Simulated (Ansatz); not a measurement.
# C4H7ClO (2-chloroethyl vinyl ether): levels of theory compared

Aim: a comparison of 6 runs (HF/3-21G, SVWN5/6-31G, B3LYP/6-31G*, PBE0/def2-SVP, r2SCAN/pcseg-1, B2PLYP/6-31+G*) of C4H7ClO (2-chloroethyl vinyl ether). 

The calculation is run with Ansatz 0.2.0.

3 further runs of the same task are left out: 1 that didn't finish, 2 set aside as unsound or not needed.

**1. The molecule**

The species is C4H7ClO (13 atoms), meant as a singlet with charge 0. As SMILES, `C=COCCCl`. The coordinates come from a PBE0-D4/def2-TZVP relaxation. This is one conformer, not always the lowest.

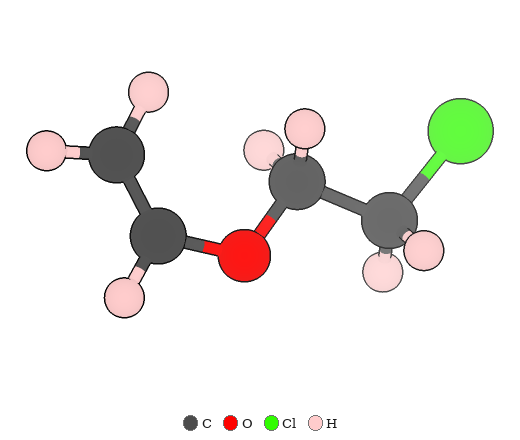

The structure, seen from a chosen angle (carbon dark grey, oxygen red, chlorine green, hydrogen pink).

**2. Energy and gradient at HF/3-21G (run 1)**

File run.yaml:

```yaml
crystal:
  periodic: [false, false, false]
  atoms:
    - {symbol: C, position_ang: [2.153940, -0.238330, 0.567060]}
    - {symbol: C, position_ang: [1.519120, 0.786680, 0.009150]}
    - {symbol: O, position_ang: [0.213470, 0.874840, -0.311790]}
    - {symbol: C, position_ang: [-0.584410, -0.251350, -0.024760]}
    - {symbol: C, position_ang: [-1.985660, 0.087550, -0.468600]}
    - {symbol: Cl, position_ang: [-3.061190, -1.287150, -0.140360]}
    - {symbol: H, position_ang: [3.213270, -0.147440, 0.761250]}
    - {symbol: H, position_ang: [1.670210, -1.165790, 0.841020]}
    - {symbol: H, position_ang: [2.030720, 1.705690, -0.254990]}
    - {symbol: H, position_ang: [-0.564450, -0.472190, 1.048720]}
    - {symbol: H, position_ang: [-0.213600, -1.131510, -0.562690]}
    - {symbol: H, position_ang: [-2.371250, 0.949260, 0.073940]}
    - {symbol: H, position_ang: [-2.020180, 0.289730, -1.537940]}
basis:
  gaussian: {orbitals: 3-21G.json}
hamiltonian: {xc: hf}
accuracy: high
output: {forces: true, orbitals: {seedname: orbitals}}
```

The basis set 3-21G is read from a file made from the Basis Set Exchange's data (not shown).

The run is started by

```console
$ ansatz run run.yaml --threads 1 --pin off --max-ram 2610MiB --events-out events.jsonl --progress --plain --runs-dir runs
```

Log:

```text
Warning: RAYON_NUM_THREADS=1 ignored (pool sized by the plan → 1); use --threads N
[... 13 lines left out ...]
Total energy: -18677.59566133 eV, -686.3889804248 hartree
[... 13 lines left out ...]
Dipole moment:     0.332393     0.174179     0.001311 e Å
```

Wall time 2.8 s (1 thread of Arm Neoverse V1, shared host); peak memory 0.19 GiB.

**3. Energy and gradient at SVWN5/6-31G (run 2)**

File job.yaml:

```yaml
crystal:
  periodic: [false, false, false]
  atoms:
    - {symbol: C, position_ang: [2.153940, -0.238330, 0.567060]}
    - {symbol: C, position_ang: [1.519120, 0.786680, 0.009150]}
    - {symbol: O, position_ang: [0.213470, 0.874840, -0.311790]}
    - {symbol: C, position_ang: [-0.584410, -0.251350, -0.024760]}
    - {symbol: C, position_ang: [-1.985660, 0.087550, -0.468600]}
    - {symbol: Cl, position_ang: [-3.061190, -1.287150, -0.140360]}
    - {symbol: H, position_ang: [3.213270, -0.147440, 0.761250]}
    - {symbol: H, position_ang: [1.670210, -1.165790, 0.841020]}
    - {symbol: H, position_ang: [2.030720, 1.705690, -0.254990]}
    - {symbol: H, position_ang: [-0.564450, -0.472190, 1.048720]}
    - {symbol: H, position_ang: [-0.213600, -1.131510, -0.562690]}
    - {symbol: H, position_ang: [-2.371250, 0.949260, 0.073940]}
    - {symbol: H, position_ang: [-2.020180, 0.289730, -1.537940]}
basis:
  gaussian:
    orbitals: 6-31G
hamiltonian:
  xc: {name: SVWN5}
accuracy: high
output: {forces: true, orbitals: {seedname: orbitals}}
```

The run is started by

```console
$ ansatz run job.yaml --threads 1 --pin off --max-ram 2610MiB --events-out events.jsonl --progress --plain --runs-dir runs
```

Log:

```text
Warning: RAYON_NUM_THREADS=1 ignored (pool sized by the plan → 1); use --threads N
[... 13 lines left out ...]
Total energy: -18733.20416438 eV, -688.4325552193 hartree
[... 13 lines left out ...]
Dipole moment:     0.229094     0.134828    -0.005121 e Å
```

It took 8.7 s on 1 thread of Arm Neoverse V1, shared host; peak memory 0.21 GiB.

**4. Energy and gradient at B3LYP/6-31G(d) (Cartesian functions) (run 3)**

run.yaml, as its differences from that of step 2:

```diff
@@ -17,4 +17,5 @@
 basis:
-  gaussian: {orbitals: 3-21G.json}
-hamiltonian: {xc: hf}
+  gaussian: {orbitals: "6-31G*"}
+total_charge: 0
+hamiltonian: {xc: {name: B3LYP}}
 accuracy: high
```

The run is started by

```console
$ ansatz run run.yaml --threads 1 --pin off --max-ram 2610MiB --events-out events.jsonl --progress --plain --runs-dir runs
```

Log:

```text
Warning: RAYON_NUM_THREADS=1 ignored (pool sized by the plan → 1); use --threads N
[... 16 lines left out ...]
Total energy: -18830.95111960 eV, -692.0246895683 hartree
[... 13 lines left out ...]
Dipole moment:     0.200016     0.154912    -0.019702 e Å
```

Wall time 20 s (1 thread of Arm Neoverse V1, shared host); peak memory 0.43 GiB.

Runs 4 to 5 aren't shown in full; the table further down has their settings and results.

**5. Energy and gradient at B2PLYP/6-31+G(d) (spherical functions) (run 6)**

File molecule.yaml:

```yaml
basis:
  gaussian: {orbitals: 6-31+G_st_-spherical.json}
crystal:
  periodic: [false, false, false]
  atoms:
    - {symbol: C, position_ang: [2.153940, -0.238330, 0.567060]}
    - {symbol: C, position_ang: [1.519120, 0.786680, 0.009150]}
    - {symbol: O, position_ang: [0.213470, 0.874840, -0.311790]}
    - {symbol: C, position_ang: [-0.584410, -0.251350, -0.024760]}
    - {symbol: C, position_ang: [-1.985660, 0.087550, -0.468600]}
    - {symbol: Cl, position_ang: [-3.061190, -1.287150, -0.140360]}
    - {symbol: H, position_ang: [3.213270, -0.147440, 0.761250]}
    - {symbol: H, position_ang: [1.670210, -1.165790, 0.841020]}
    - {symbol: H, position_ang: [2.030720, 1.705690, -0.254990]}
    - {symbol: H, position_ang: [-0.564450, -0.472190, 1.048720]}
    - {symbol: H, position_ang: [-0.213600, -1.131510, -0.562690]}
    - {symbol: H, position_ang: [-2.371250, 0.949260, 0.073940]}
    - {symbol: H, position_ang: [-2.020180, 0.289730, -1.537940]}
hamiltonian: {xc: {name: B2PLYP}}
correlation: {frozen_orbitals: {C: 1, Cl: 5, H: 0, O: 1}}
accuracy: high
output: {forces: true, orbitals: {seedname: orbitals}}
```

The basis set 6-31+G* is read from a file made from the Basis Set Exchange's data (not shown).

The run is started by

```console
$ ansatz run molecule.yaml --threads 1 --pin off --max-ram 2610MiB --events-out events.jsonl --progress --plain --runs-dir runs
```

Log:

```text
Warning: RAYON_NUM_THREADS=1 ignored (pool sized by the plan → 1); use --threads N
[... 13 lines left out ...]
10 core orbitals not correlated: weight in the atoms' cores, before any rotation towards them, 1.000 or more for the frozen orbitals, at most 0.000 for the correlated occupied ones
[... 3 lines left out ...]
Total energy: -18819.47504020 eV, -691.6029514289 hartree
[... 13 lines left out ...]
Dipole moment:     0.198926     0.132089    -0.010578 e Å
```

Wall time 74 s (1 thread of Arm Neoverse V1, shared host); peak memory 0.65 GiB.

**6. All runs side by side**

```
run                                 level  Cartesian functions  frozen core orbitals  energy (Eh)  dipole moment (D)  HOMO energy (eV)  LUMO energy (eV)  wall time
  1                              HF/3-21G                   no                     –  -686.388980               1.80             -9.62              5.37      2.8 s
  2                           SVWN5/6-31G                   no                     –  -688.432555               1.28             -5.62             -0.30      8.7 s
  3    B3LYP/6-31G* (Cartesian functions)                  yes                     –  -692.024690               1.22             -6.40              0.78       20 s
  4                         PBE0/def2-SVP                   no                     –  -691.289821               0.99             -6.88              0.95       22 s
  5                        r2SCAN/pcseg-1                   no                     –  -691.789709               1.17             -6.05             -0.13       32 s
  6  B2PLYP/6-31+G* (spherical functions)                   no                    10  -691.602951               1.15             -7.97              1.04       74 s
```

**7. Outcome**

```
                                  quantity          value
                       run 6: total energy  -691.60295 Eh
           run 6: dipole moment (SCF part)         1.15 D
  run 6: HOMO energy (SCF part's orbitals)       -7.97 eV
  run 6: LUMO energy (SCF part's orbitals)        1.04 eV
run 6: HOMO–LUMO gap (SCF part's orbitals)        9.01 eV
           run 6: largest force on an atom     0.720 eV/Å
```

The dipole moment (its size) runs from 0.99 D (PBE0/def2-SVP) to 1.80 D (HF/3-21G). The two ends differ in method and basis. The HOMO–LUMO gap runs from 5.32 eV (SVWN5/6-31G) to 14.99 eV (HF/3-21G). Totals of different functionals can't be ranked against each other. All runs together took 2.7 min, the longest 74 s.
